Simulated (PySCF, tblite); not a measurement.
# C7H9 radical: geometry, infrared bands and EPR parameters

Wanted: the infrared bands and EPR parameters of C7H9 radical (`C=C[C@@H]1[C]=C(C)C1`), by calculation.

Programs: tblite 0.8.0 and PySCF 2.14.0, with density-fitted response routines of our own. Each step states its level of theory. These are calculated values for one molecule in the gas phase, unless marked as measured. Atoms count from 0, in the outputs and in this text.

### 1 The starting structure

16 atoms, charge 0, multiplicity 2; geometry from: force field or distance geometry start.

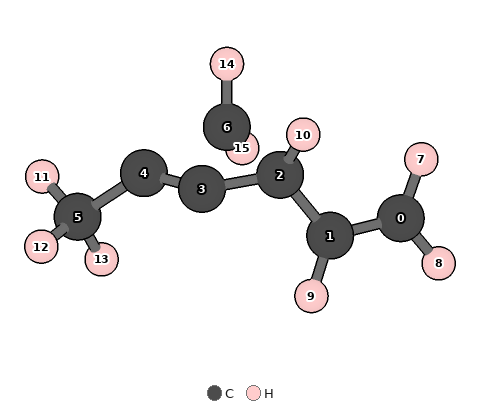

As it starts; carbon dark grey, hydrogen pink, atoms numbered.

### 2 Geometry optimisation with GFN2-xTB

The job: settings as JSON, then the geometry in Å.

```
{"job": {"kind": "relax", "xc": "GFN2-xTB", "basis": "xTB"}, "charge": 0, "multiplicity": 2}
C      2.371200    -1.089700     1.230700
C      1.182100    -0.456100     1.354800
C      0.890300     0.720700     0.545900
C     -0.435000     1.015800     0.315100
C     -1.284300     0.897600    -0.572800
C     -2.704900     0.291000    -0.741200
C      0.287800     0.236200    -1.149100
H      3.122800    -0.749800     0.528600
H      2.601000    -1.959800     1.839700
H      0.449400    -0.812200     2.089900
H      1.610700     1.532200     0.530700
H     -3.012800     0.332300    -1.784900
H     -3.427700     0.852600    -0.127900
H     -2.703500    -0.754100    -0.418400
H      0.758400     0.797100    -1.961800
H      0.287000    -0.844800    -1.331800
```

Run with:

```sh
OMP_NUM_THREADS=1 python probes_run.py task.json out
```

One launch serves the whole session: the jobs run in the order shown.

**Question.** This job is followed by: GFN2-xTB harmonic vibrations, gas phase; UKS B3LYP, pcH-1 on C H, non-relativistic, mean-field spin-orbit, GIAO. What will the session give for the following? strongest single infrared mode (GFN2-xTB); zero-point energy (GFN2-xTB); g(iso) (B3LYP); ⟨S²⟩; largest a(iso) (averaged by class); surface potential, least and greatest.

**Answer**, as computed:

| quantity | value |
| --- | --- |
| strongest single infrared mode (GFN2-xTB) | 3129 cm⁻¹, 50 km/mol |
| zero-point energy (GFN2-xTB) | 83.0 kcal/mol |
| g(iso) (B3LYP) | 2.00213 |
| ⟨S²⟩ | 0.757 (exact 0.75) |
| largest a(iso) (averaged by class) | 13C on C3, 349.0 MHz |
| surface potential, least and greatest | -0.87 V and 0.75 V |

**Reading.** Over 97 steps the energy fell by 3.447 eV; of the close pairs, C2–C6 changed most, 1.863 to 1.560 Å. All 42 modes are real, so the xTB geometry is a minimum. The strongest single mode, at 3129 cm⁻¹, moves mainly H8. Unscaled tight-binding wavenumbers are off by several per cent, some by more. Its intensities can rank the bands wrongly. Most of the unpaired spin sits on C3 (0.90 e). The isotropic g lies 0.2 ppt below the free-electron value.
